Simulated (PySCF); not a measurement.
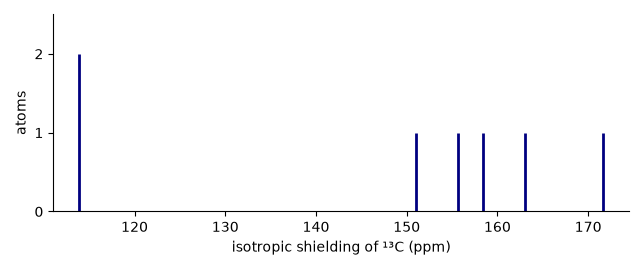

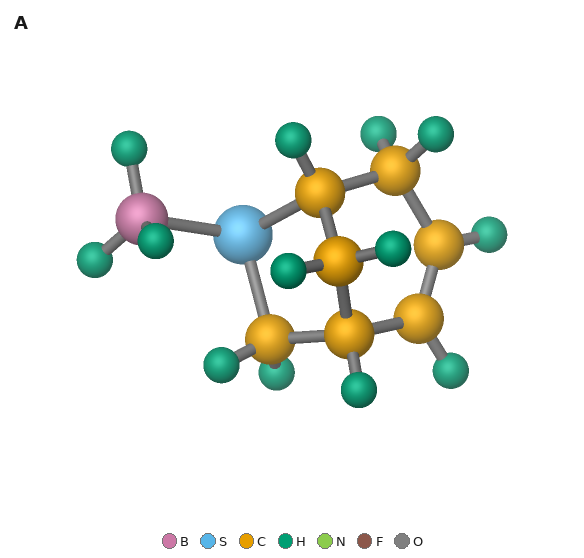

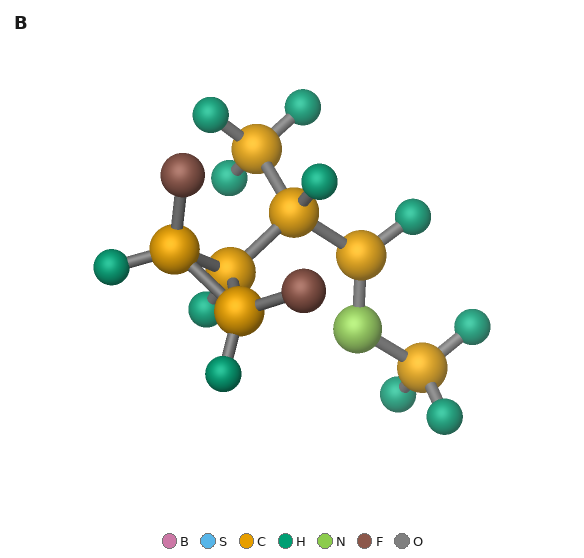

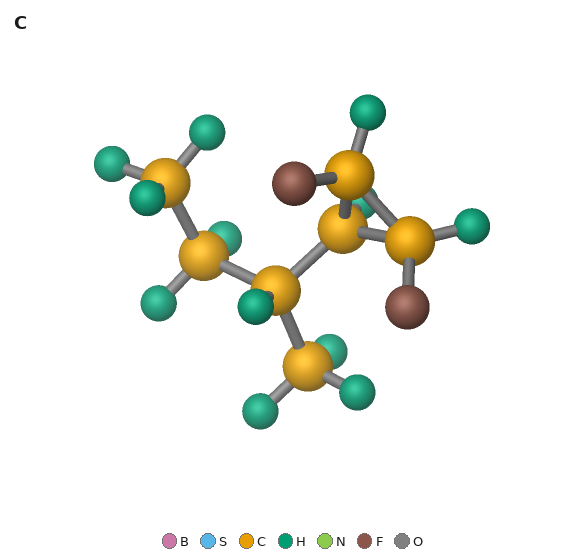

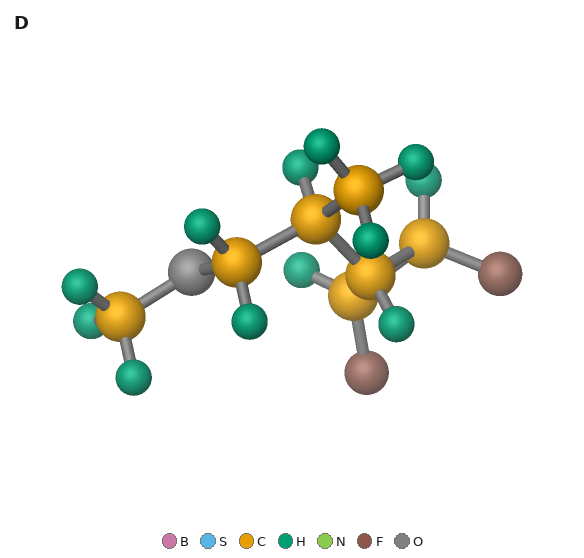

The sticks are computed shieldings of one of the molecules, for one fixed geometry (GFN2-xTB) without averaging over rotations. Low shielding means a high chemical shift. Method: GIAO PBE0/pcSseg-1 NMR shielding, non-relativistic, gas phase (PySCF 2.14.0).

> Match the spectrum to a structure.

C, `CC[C@@H](C)[C@@H]1[C@H](F)[C@@H]1F`. Its 7 C atoms give lines at 113.9 (2 atoms), 151.1, 155.6, 158.4, 163.0, 171.6 ppm.

The geometry is semi-empirical. Around B such bond lengths and angles can be off by a tenth of an ångström or more and by several degrees, and values that hang on the shape move with them.
